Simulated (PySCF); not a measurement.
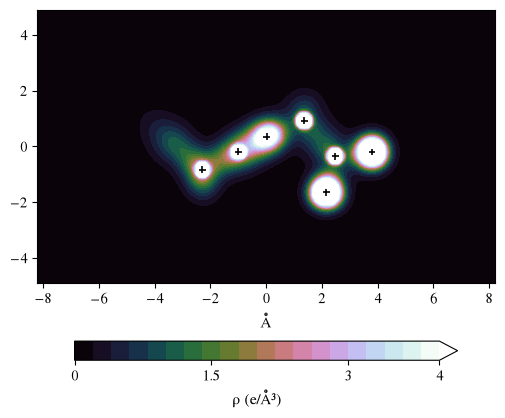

The electron density on a plane through atoms (crosses mark nuclei in the plane).

All numbers below come from PBE0/pcSseg-1, SCF density, gas phase, non-relativistic (PySCF).

Candidates:
A. C$_{3}$H$_{9}$AlN$_{2}$Si (SMILES C/N=[CH]\[AlH2-][N+]#C[SiH3])
B. C$_{6}$H$_{12}$Si (SMILES C=C1CC[Si]1(C)C)
C. C$_{5}$H$_{7}$B$_{2}$F$_{2}$N (SMILES CC#CCC#[N+][BH2-]B(F)F)

Which system is this?

Answer. Candidate C: C$_{5}$H$_{7}$B$_{2}$F$_{2}$N on the plane of atoms N6, B7 and B8, which holds C, N, B and F. C–N (1.15 Å): the density is about 3.4 e/Å³ at the midpoint. B–F (1.33 Å): the density is about 2.2 e/Å³ at the midpoint.
